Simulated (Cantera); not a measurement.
A closed system holds: 1 mol Si₃N₄, 0.0013 mol O₂, a varied amount of H₂, at 1275 °C and 0.133 bar.

Equilibrium computed with Cantera from the NASA thermochemical tables; the gas is ideal and each condensed phase is pure. Candidate condensed phases: H₂O, Si, SiO₂, Si₂N₂O, Si₃N₄; 35 gas species. Mutual solubility and eutectic melting of coexisting phases are not modelled. Equilibrium is a limit: real reactors are often held back by kinetics, nucleation or transport.

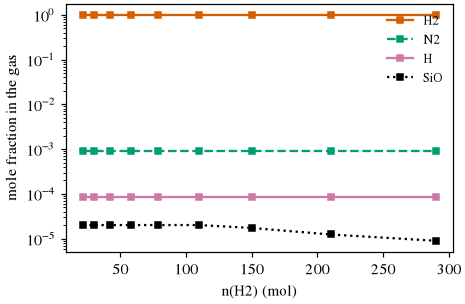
Figure. Equilibrium gas composition (values under 1e-9 drawn at 1e-9)

From 22 mol H₂ to 110 mol H₂ the condensed part is Si(s) + Si₂N₂O(s) + Si₃N₄(s). From 150 mol H₂ to 290 mol H₂ the condensed part is Si(s) + Si₃N₄(s). The main Si-bearing gas is SiO throughout.
